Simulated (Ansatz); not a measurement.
**A computed series for ZnO: response to strain**

Start from ZnO in the wurtzite structure (space group P6_3mc, No. 186; a = 3.235 Å, c = 5.211 Å). Axes: x lies along a and z along c of the hexagonal cell.

Strains are applied to the cell and any free atomic positions relax; under biaxial strain the out-of-plane vector relaxes too.

Calculations: Kohn–Sham DFT with the r2SCAN functional, run in Ansatz (an electronic-structure program) with PAW and 500 eV plane waves, spin-orbit coupling left out, earlier PAW set.

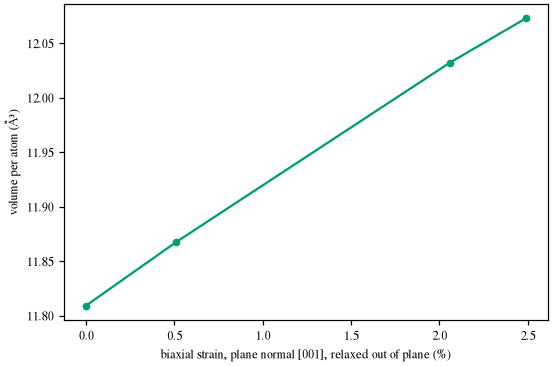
*Volume per atom against biaxial strain, plane normal [001], relaxed out of plane*

**Question.** From the plot, what is the volume per atom for biaxial strain +0.51 %, plane normal [001], relaxed out of plane?

**Answer.** About 11.87 Å³.

**Question.** Is the trend monotonic over the range shown?

**Answer.** Yes, it rises throughout, spanning 11.81 Å³ to 12.07 Å³.

Whether these cells are dynamically stable was not tested.
